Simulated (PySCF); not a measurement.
**Hf(OH)₂: structure of the triplet**

Where does triplet Hf(OH)₂ go from a bent start, is the end point a minimum, and what are its modes, charges and moments?

Program: PySCF 2.14.0. Level of theory: PBE0, basis Hf def2-TZVP with ECP60, O def2-TZVP, H def2-TZVP, scalar-relativistic core potentials, no spin–orbit coupling, density fitting. These are calculated values, not measurements.

## 1. Starting geometry

5 atoms, charge 0, spin multiplicity 3.

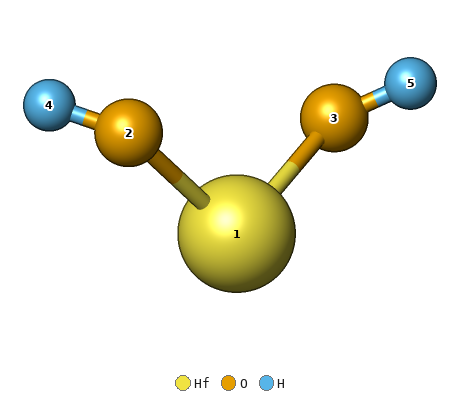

Start geometry, drawn with hafnium yellow, oxygen amber, hydrogen blue; atoms are numbered from 1 in the order of the file.

Coordinates in bohr (charge 0 multiplicity 3):
```
Hf    0.0000    0.0000    0.0000
O     3.3282    0.0000    2.3304
O    -3.3282    0.0000    2.3304
H     4.2834   -1.3897    2.9992
H    -4.2834    1.3897    2.9992
```

## 2. First SCF at the start

The steps below are one call of a driver around PySCF. For each, scf.py gives the equivalent set-up of the SCF; relaxations use the driver's own optimiser. After this first run the driver tries any further starts and a stability analysis.

The input, scf.py:

```python
from pyscf import gto, scf, dft
mol = gto.M(atom='''
Hf     0.000000     0.000000     0.000000
O      1.761200     0.000000     1.233200
O     -1.761200     0.000000     1.233200
H      2.266700    -0.735400     1.587100
H     -2.266700     0.735400     1.587100''',
    basis={'Hf': 'def2-TZVP', 'O': 'def2-TZVP', 'H': 'def2-TZVP'},
    ecp={'Hf': 'def2-TZVP'},
    charge=0, spin=2)
mf = dft.UKS(mol, xc='PBE0')
mf.grids.atom_grid = (50, 194)
aux = {'Hf': 'def2-universal-JKFIT', 'O': 'def2-universal-JKFIT', 'H': 'def2-universal-JKFIT'}
mf = mf.density_fit(auxbasis=aux)
mf.conv_tol = 1e-08
mf.diis_space = 10
mf.max_cycle = 60
mf.init_guess = 'minao'
mf.verbose = 4
mf.kernel()
```

The run is started by

```
OMP_NUM_THREADS=4 python axn.py task.json out
```

Standard output:

```text
init E= -181.197143322541
[... the frontier-level lines of each cycle are left out ...]
cycle= 1 E= -199.291794123994  delta_E= -18.1  |g|= 0.829  |ddm|= 3.95
cycle= 2 E= -197.789546517544  delta_E=  1.5  |g|= 2.03  |ddm|= 1.58
cycle= 3 E= -199.531419554453  delta_E= -1.74  |g|= 0.214  |ddm|= 1.21
cycle= 4 E= -199.558678751379  delta_E= -0.0273  |g|= 0.0759  |ddm|= 0.412
cycle= 5 E= -199.561970935762  delta_E= -0.00329  |g|= 0.0164  |ddm|= 0.106
cycle= 6 E= -199.562112775265  delta_E= -0.000142  |g|= 0.00427  |ddm|= 0.0136
cycle= 7 E= -199.562133522401  delta_E= -2.07e-05  |g|= 0.00129  |ddm|= 0.0113
cycle= 8 E= -199.562136047734  delta_E= -2.53e-06  |g|= 0.000252  |ddm|= 0.00438
cycle= 9 E= -199.562136220146  delta_E= -1.72e-07  |g|= 8.27e-05  |ddm|= 0.00109
cycle= 10 E= -199.562136253863  delta_E= -3.37e-08  |g|= 3.6e-05  |ddm|= 0.000426
cycle= 11 E= -199.562136265855  delta_E= -1.2e-08  |g|= 1.21e-05  |ddm|= 0.000334
cycle= 12 E= -199.562136267049  delta_E= -1.19e-09  |g|= 3.65e-06  |ddm|= 0.000115
Extra cycle  E= -199.562136267093  delta_E= -4.47e-11  |g|= 2.99e-06  |ddm|= 1.39e-05
converged SCF energy = -199.562136267093  <S^2> = 2.003357  2S+1 = 3.0022371
```

This step, with its further starts and checks, ran for 12 s (4 threads of Arm Neoverse V1, shared host).

Energies from each starting density:

```csv
start,energy (Eh)
the minimal-basis guess,-199.562136
a thermally smeared density,-199.562136
a smeared PBE density,-199.562136
```

No lower solution of this spin turned up from the other starts or in the test of internal stability.

## 3. Relaxation: bent start, triplet

The program finds C2 symmetry in the start, which this walk keeps.

Edit scf.py of step 2 so:

```diff
@@ -3,5 +3,5 @@
-Hf     0.000000     0.000000     0.000000
-O      1.761200     0.000000     1.233200
-O     -1.761200     0.000000     1.233200
-H      2.266700    -0.735400     1.587100
-H     -2.266700     0.735400     1.587100''',
+Hf     0.000000     0.000000    -0.199339
+O      1.761200     0.000000     1.033861
+O     -1.761200    -0.000000     1.033861
+H      2.266700    -0.735400     1.387761
+H     -2.266700     0.735400     1.387761''',
@@ -18 +17,0 @@
-mf.init_guess = 'minao'
```

Energy and gradient, step by step:

```csv
step,energy (Eh),change (kJ/mol),largest symmetric gradient (Eh/bohr)
0,-199.562136,0.00,0.08745
1,-199.588639,-69.58,0.04726
2,-199.595093,-86.53,0.02513
3,-199.597678,-93.31,0.00485
4,-199.598311,-94.98,0.00603
5,-199.601421,-103.14,0.00839
6,-199.603020,-107.34,0.00926
7,-199.604240,-110.54,0.00531
8,-199.604773,-111.94,0.01308
9,-199.605138,-112.90,0.00479
10,-199.605330,-113.40,0.00179
11,-199.605412,-113.62,0.00152
12,-199.605466,-113.76,0.00166
13,-199.605479,-113.80,0.00069
14,-199.605484,-113.81,0.00054
15,-199.605494,-113.83,0.00072
16,-199.605509,-113.88,0.00091
17,-199.605527,-113.92,0.00042
18,-199.605532,-113.93,0.00020
19,-199.605532,-113.94,0.00014
```

The walk took 47 s.

Geometry (Å) and forces (eV/Å) at some steps:

```
step 0
Hf   0.000   0.000  -0.199   0.000   0.000   4.497
O    1.761   0.000   1.034  -2.398   0.020  -2.176
O   -1.761   0.000   1.034   2.398  -0.020  -2.176
H    2.267  -0.735   1.388  -0.133   0.027  -0.073
H   -2.267   0.735   1.388   0.133  -0.027  -0.073
step 1
Hf   0.000   0.000  -0.089   0.000   0.000   2.430
O    1.725  -0.002   0.981  -1.166  -0.477  -1.003
O   -1.725   0.002   0.981   1.166   0.477  -1.003
H    2.231  -0.722   1.385  -0.292   0.465  -0.212
H   -2.231   0.722   1.385   0.292  -0.465  -0.212
step 10
Hf   0.000   0.000   0.411   0.000   0.000  -0.066
O    1.861  -0.352   0.828   0.074  -0.093   0.092
O   -1.861   0.352   0.828  -0.074   0.093   0.092
H    2.663  -0.587   1.288  -0.061   0.065  -0.059
H   -2.663   0.587   1.288   0.061  -0.065  -0.059
step 19
Hf   0.000   0.000   0.374   0.000   0.000  -0.003
O    1.841  -0.390   0.836  -0.004  -0.002  -0.002
O   -1.841   0.390   0.836   0.004   0.002  -0.002
H    2.656  -0.557   1.299   0.006  -0.004   0.004
H   -2.656   0.557   1.299  -0.006   0.004   0.004
```

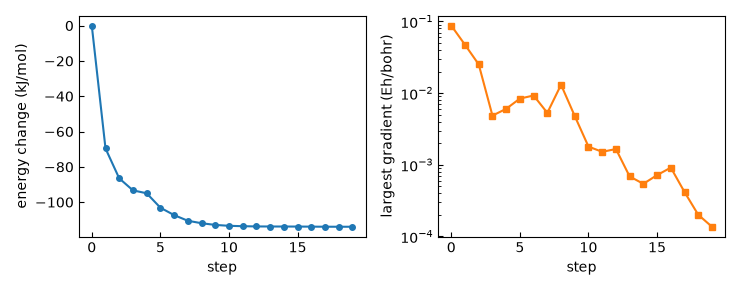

Energy and largest gradient along the walk.

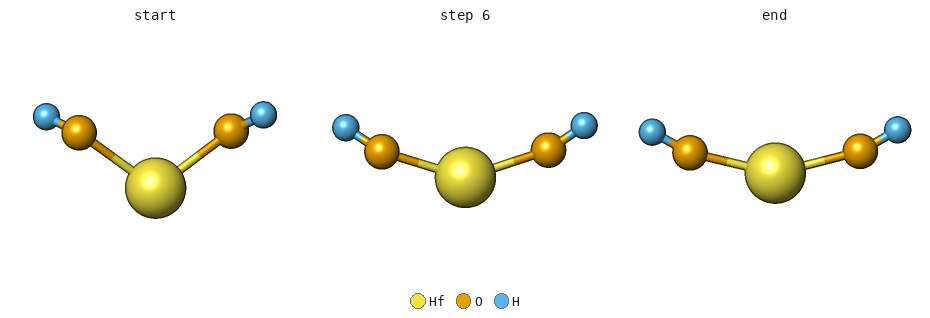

Start and end of the relaxation, with a step between.

End point (C2v, 19 steps, 113.9 kJ/mol gained): Hf–O 1.938 Å (×2), O–H 0.952 Å (×2); H–O–Hf 164.7° (×2), O–Hf–O 152.4°.

## 4. Hessian and properties

On the finer grid the gradient is checked again; gradients at displacements of ±0.02 bohr then give force constants and infrared intensities.

Edit scf.py of step 3 so:

```diff
@@ -3,5 +3,5 @@
-Hf     0.000000     0.000000    -0.199339
-O      1.761200     0.000000     1.033861
-O     -1.761200    -0.000000     1.033861
-H      2.266700    -0.735400     1.387761
-H     -2.266700     0.735400     1.387761''',
+Hf     0.000000     0.000000    -0.077930
+O      1.841522    -0.387370     0.384204
+O     -1.841522     0.387370     0.384204
+H      2.655235    -0.558537     0.847278
+H     -2.655235     0.558537     0.847278''',
@@ -12 +12 @@
-mf.grids.atom_grid = (50, 194)
+mf.grids.atom_grid = (75, 302)
@@ -15 +15 @@
-mf.conv_tol = 1e-08
+mf.conv_tol = 1e-10
```

The driver hands on the density of the step before, so the log starts near convergence.

SCF at the final geometry:

```text
init E= -199.605562454365
[... the frontier-level lines of each cycle are left out ...]
cycle= 1 E= -199.605562454366  delta_E= -1.59e-12  |g|= 2.03e-06  |ddm|= 4.51e-06
Extra cycle  E= -199.605562454364  delta_E= 1.99e-12  |g|= 2.93e-06  |ddm|= 4.13e-06
converged SCF energy = -199.605562454364  <S^2> = 2.0039405  2S+1 = 3.0026258
```

The whole step took 56 s.

Geometry: C2v; Hf–O 1.938 Å (×2), O–H 0.952 Å (×2); H–O–Hf 164.7° (×2), O–Hf–O 152.4°.

Modes, for the most abundant isotopes:

```
symmetry  ω (cm⁻¹)  IR (km/mol)  μ (u)
      a1        67          5.3   4.50
      b1       350          181   1.25
      a1       374          132   1.23
      a2       403          0.0   1.13
      b2       413         99.9   1.16
      b2       646          194   8.29
      a1       683         18.2   8.07
      b2      4015          293   1.07
      a1      4016         71.3   1.07
```

No imaginary mode, so this is a minimum.

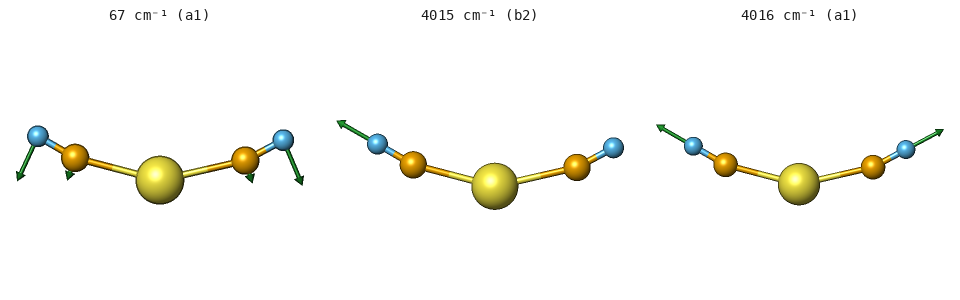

How the atoms move in 3 of the modes.

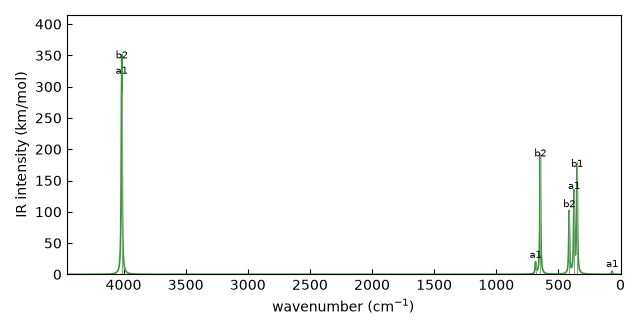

The harmonic infrared spectrum (widths in cm⁻¹). Lines are broadened to a width of 8 cm⁻¹ (Lorentzian).

Properties at this point:

| Item | Value |
| --- | --- |
| Dipole moment | 1.29 D |
| Highest occupied level | -4.06 eV |
| Lowest empty level | -1.86 eV |
| Rotational constants | 2.321, 0.1316, 0.1245 cm⁻¹ |
| Zero-point energy | 65.6 kJ/mol |
| Principal polarisabilities | 58.4, 72.2, 74.9 bohr³ |
| Atomisation energy without zero-point energy | 1900 kJ/mol |
| Principal traceless quadrupole moments about the centre of mass | -4.36, -0.70, 5.06 D Å |
| Entropy at 298.15 K and 1 bar (electronic part: spin only) | 314.3 J/(mol K) |
| Heat capacity Cp at 298.15 K | 74.2 J/(mol K) |
| Enthalpy at 298.15 K above 0 K | 16.10 kJ/mol |
| Rotational symmetry number | 2 |
| Spin squared ⟨S²⟩ | 2.004 |

Populations by atom (charges in e):

```
atom  Mulliken  Löwdin  polar tensor  spin (Mulliken)  Mayer order to Hf1
 Hf1      0.79    0.38          0.92             2.08                   –
O2,3     -0.71   -0.34         -0.78            -0.04                1.03
H4,5      0.32    0.15          0.32             0.00                0.03
```

Mulliken populations on Hf1 (outside its core potential): s 2.83, p 6.25, d 2.03, f 0.10.

## 5. Summary of results

| quantity | value |
| --- | --- |
| minimum | triplet, C2v |
| geometry | Hf–O 1.938 Å (×2), O–H 0.952 Å (×2); H–O–Hf 164.7° (×2), O–Hf–O 152.4° |
| wavenumbers (cm⁻¹) | 67 (a1), 350 (b1), 374 (a1), 403 (a2), 413 (b2), 646 (b2), 683 (a1), 4015 (b2), 4016 (a1) |
| dipole moment | 1.29 D |
| highest occupied, lowest empty level (either spin) | -4.06, -1.86 eV |
| polar-tensor charge of Hf1 | +0.92 e |
| zero-point energy | 65.6 kJ/mol |
| entropy at 298.15 K | 314.3 J/(mol K) |
| atomisation energy (no zero-point energy) | 1900 kJ/mol |
| ⟨S²⟩ | 2.004 |

In words: From C2 at the start the molecule goes to a C2v minimum. In the infrared the band at 4015 cm⁻¹ (b2) leads. Most of the spin sits on Hf1 (Mulliken spin 2.08, against 2 for the whole molecule). Other starts or spin states, not run here, may lie lower. Open d and f shells are described by one determinant, and the ground state may have another occupation or spin. With an element this heavy the missing spin–orbit coupling can shift these numbers.

The search up to here took 1.9 min.
